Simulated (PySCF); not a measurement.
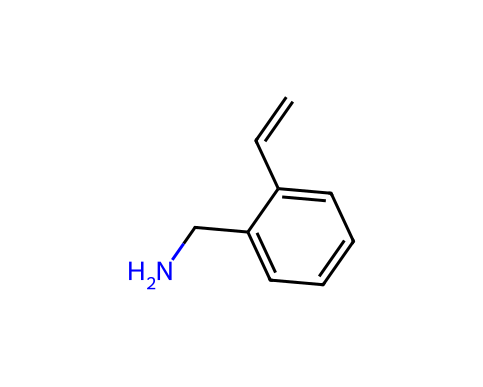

A structural formula.

Write the SMILES.

C=Cc1ccccc1CN

What is the molecular formula?

C9H11N.

An optimisation with PBE0-D3(BJ)/def2-SVP gave a structure of which point group?

C1. Other conformers may differ.

More results for the same structure follow; atom numbers are the same in all pictures, views and colours differ. The computed structure is the end point of a PBE0-D3(BJ)/def2-SVP optimisation. No frequency run is at hand to confirm it as a minimum.

### Geometry

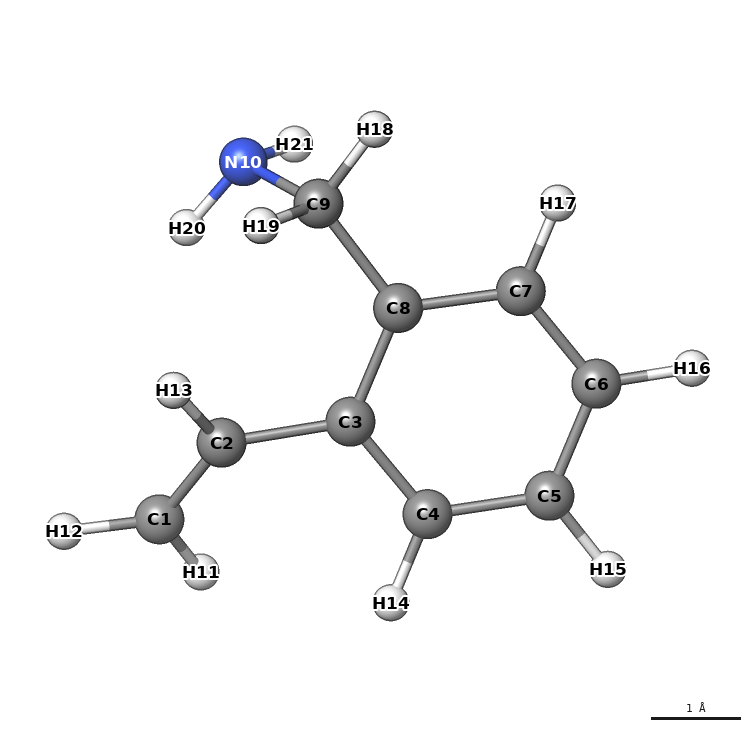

The atoms are numbered. No frequency run is at hand to confirm it as a minimum.

Give the bond lengths. Leave out bonds to hydrogen.

```json
{"bond": "C1–C2", "length (Å)": "1.338", "order": "double"}
{"bond": "C2–C3", "length (Å)": "1.472", "order": "single"}
{"bond": "C3–C4", "length (Å)": "1.402", "order": "aromatic"}
{"bond": "C3–C8", "length (Å)": "1.414", "order": "aromatic"}
{"bond": "C4–C5", "length (Å)": "1.391", "order": "aromatic"}
{"bond": "C5–C6", "length (Å)": "1.393", "order": "aromatic"}
{"bond": "C6–C7", "length (Å)": "1.393", "order": "aromatic"}
{"bond": "C7–C8", "length (Å)": "1.397", "order": "aromatic"}
{"bond": "C8–C9", "length (Å)": "1.514", "order": "single"}
{"bond": "C9–N10", "length (Å)": "1.452", "order": "single"}
```

### NMR shielding

The questions are on isotropic NMR shieldings of the C atoms. No frequency run is at hand to confirm it as a minimum. Level of theory: GIAO PBE0/pcSseg-1 NMR shielding, non-relativistic, IEF-PCM dimethylsulfoxide (PySCF 2.14.0).

List the isotropic NMR shieldings of the C atoms.

| atom | σ (ppm) |
| --- | --- |
| C1 | 58.7 |
| C2 | 39.8 |
| C3 | 42.2 |
| C4 | 52.0 |
| C5 | 51.2 |
| C6 | 50.2 |
| C7 | 50.2 |
| C8 | 34.8 |
| C9 | 136.0 |

### Dipole moment

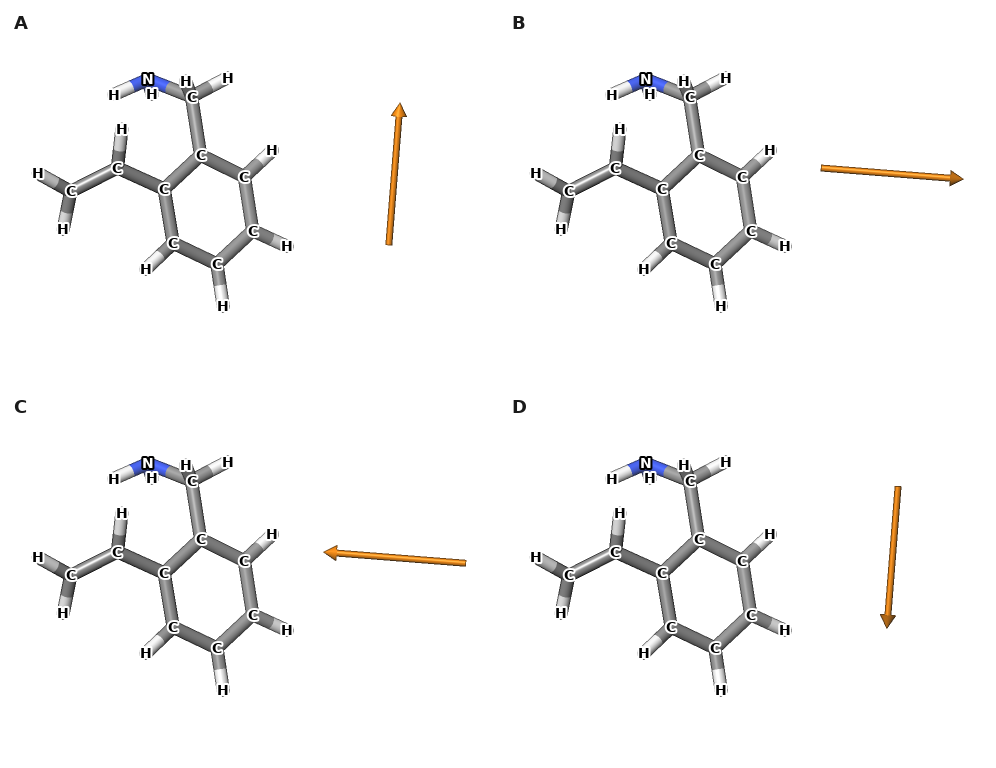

The same molecule four times, each with an arrow. No frequency run is at hand to confirm it as a minimum. Method: PBE0/pcSseg-1 in chloroform (IEF-PCM) (PySCF 2.14.0).

Which arrow points along the dipole moment, from the negative to the positive end?

D. The dipole moment is 1.42 D.

### Charges

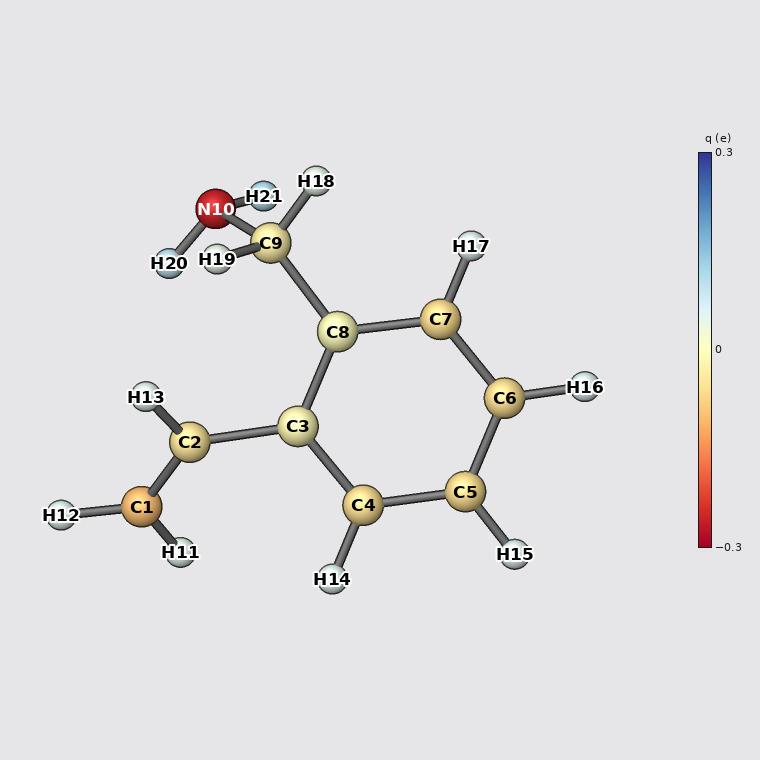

Atoms are coloured by their Hirshfeld charges. No frequency run is at hand to confirm it as a minimum. Method: PBE0/pcSseg-1 in chloroform (IEF-PCM) (PySCF 2.14.0).

Which atom carries the highest charge (most positive or least negative)?

H21 (0.11 e).

And the lowest?

N10 (−0.25 e).

List the Hirshfeld charges.

```tsv
atom	value (e)
C1	−0.09
C2	−0.04
C3	−0.01
C4	−0.05
C5	−0.06
C6	−0.05
C7	−0.06
C8	0.00
C9	−0.03
N10	−0.25
H11	0.05
H12	0.05
H13	0.05
H14	0.05
H15	0.06
H16	0.05
H17	0.05
H18	0.04
H19	0.04
H20	0.10
H21	0.11
```
